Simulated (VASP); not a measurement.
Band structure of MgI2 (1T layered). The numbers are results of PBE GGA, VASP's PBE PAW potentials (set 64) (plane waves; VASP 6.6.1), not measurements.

Without a dispersion term in the relaxation, distances and binding between the weakly bound layers, chains or molecules are unreliable, and so is what depends on them. Unless said otherwise, spin-orbit coupling is left out, though it shifts the bands of the heavy elements here.

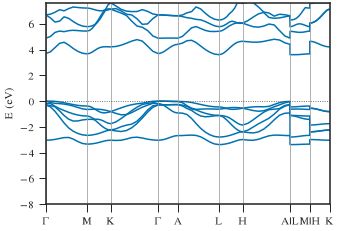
Figure. Bands along high-symmetry lines, zero at the valence-band maximum or, without a gap, the Fermi level

Question: Read the plot: is there a gap, and where are the band edges?

Answer: The gap is indirect, 3.61 eV, from the valence maximum at Γ to the conduction minimum at L-M at 0.22. (Edges off the drawn lines would not show.)

The compound is MgI2 in the 1T layered structure. It was relaxed first, which changed the volume by +13 %.
